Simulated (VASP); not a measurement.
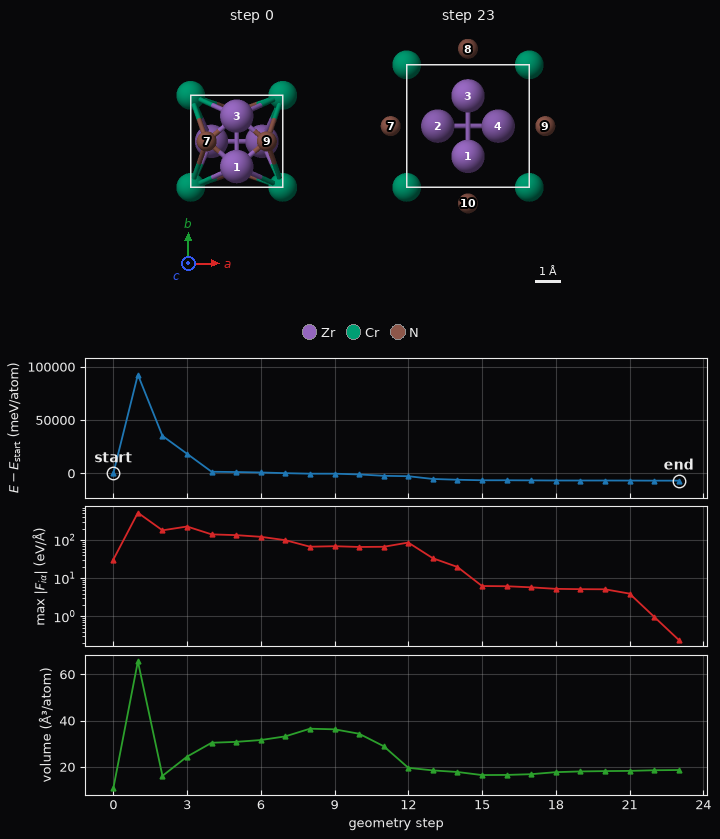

First and last geometry of a relaxation of a crystal of Zr2CrN2 (a generated structure, set up in P4_2/mmc), with the history of the run. A ball-and-stick model of the cell of the calculation, seen along the c axis.

The run lets cell and atoms move.

Level of theory: VASP, Kohn-Sham DFT of a periodic cell, PBE, VASP PAW PBE potentials, recommended.

The input:
```
PREC     = Normal         # precision mode
ENCUT    = 520            # plane-wave cutoff, eV
EDIFF    = 1E-4           # SCF threshold, eV
ISMEAR   = 0              # smearing method
SIGMA    = 0.15           # smearing width, eV
LREAL    = Auto         
LASPH    = T              # aspherical terms in the spheres
NELM     = 60             # most SCF steps
ALGO     = Fast           # electronic algorithm
ISIF     = 3              # what is computed and relaxed
LWAVE    = F              # write WAVECAR
LCHARG   = F              # write CHGCAR
ISPIN    = 2              # spin polarisation
MAGMOM   = 0 0 0 0 3 3 0 0 0 0 # initial moments
LORBIT   = 11             # projections on sites
LMAXMIX  = 4              # l up to which the mixer works
GGA      = PE             # functional
IBRION   = 2              # ionic algorithm
NSW      = 24             # ionic steps
EDIFFG   = -0.08          # ionic threshold
KPAR     = 2
```

Launched with:
```bash
cat potpaw_PBE.64/Zr_sv/POTCAR potpaw_PBE.64/Cr_pv/POTCAR potpaw_PBE.64/N/POTCAR > POTCAR
mpirun -np 2 vasp_std > vasp.out
```

> What do the curves and the structures tell?

The relaxation stopped without meeting its thresholds, so the last structure isn't shown to be converged. The largest moves relative to the cell, 1.51 Å, are those of N atoms. By element the largest moves are N 1.51 Å, Zr 0.14 Å. Cr stays in place. The volume changes by +74.6 %, with a = b 3.723 → 4.956 Å (+33.1 %), c 7.718 → 7.603 Å (−1.5 %). Some distances before and after: N–Zr 1.588 → 3.358 Å, Zr–Zr 1.683 → 2.510 Å, Cr–Zr 2.810 → 3.366 Å, N–Zr 2.705 → 2.200 Å. Bonds break, among them: N–Zr (1.59 → 3.36 Å). Among the angles between lasting bonds that change: N–Zr–N 135.7° → 112.5°, Zr–Zr–N 67.8° → 56.2°, Zr–Zr–N 112.2° → 123.8°. The space group stays P4_2/mmc (No. 131). After 23 geometry steps the energy has fallen by 6805 meV per atom. The largest force component goes from 31 to 0.24 eV/Å. The pressure goes from 295.15 to −4.58 GPa. At step 1 the optimiser overshot: the energy rose above the start, and later steps came back. The volume changes by over a tenth within one run on a fixed set of plane waves, so the end point should be relaxed again from the new cell.

Limits of the set-up: only the magnetic order of this start and cell was tried (total moment 7.8 μB per cell).
